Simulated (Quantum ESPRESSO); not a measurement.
One O site of HfO$_{2}$ in P4₂/nmc, with the coupling taken from PBE PAW (JTH datasets; density from pw.x of a modified build of Quantum ESPRESSO, gradients reconstructed from it by a script) (|Q| = 0.0256 barn). The geometry is a computed Materials Project entry, not a measured one. It is HfO2 in P4₂/nmc. Stability against distortions was not tested. The run has no spin polarisation. Cores are frozen. Against all-electron runs on small test molecules, this scheme's |Vzz| missed by −2 to +6 % on O. Hf had no test against all-electron runs. Spin–orbit coupling is left out, a limit on Hf.

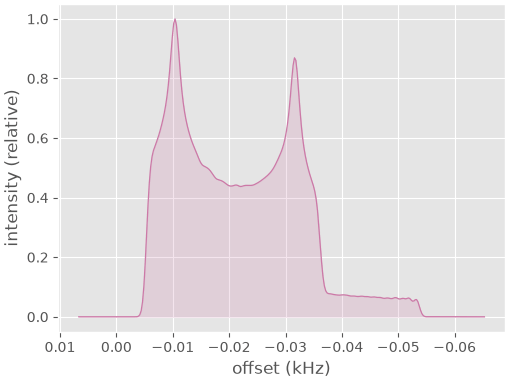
*Simulated fast-MAS powder pattern of the ¹⁷O central transition at 18.8 T (Larmor frequency ν0 = 108.6 MHz, I = 5/2), second-order quadrupolar broadening alone, zero at the isotropic chemical shift*

**Question.** Estimate |C_Q| and η_Q from the pattern.

**Answer.** 
|C_Q| ≈ 0.62 MHz and η_Q ≈ 0.2. The pattern runs from -0.0538 to -0.00533 kHz before smoothing, a width that goes as C_Q²/ν0, with its centre of gravity at -0.0216 kHz.
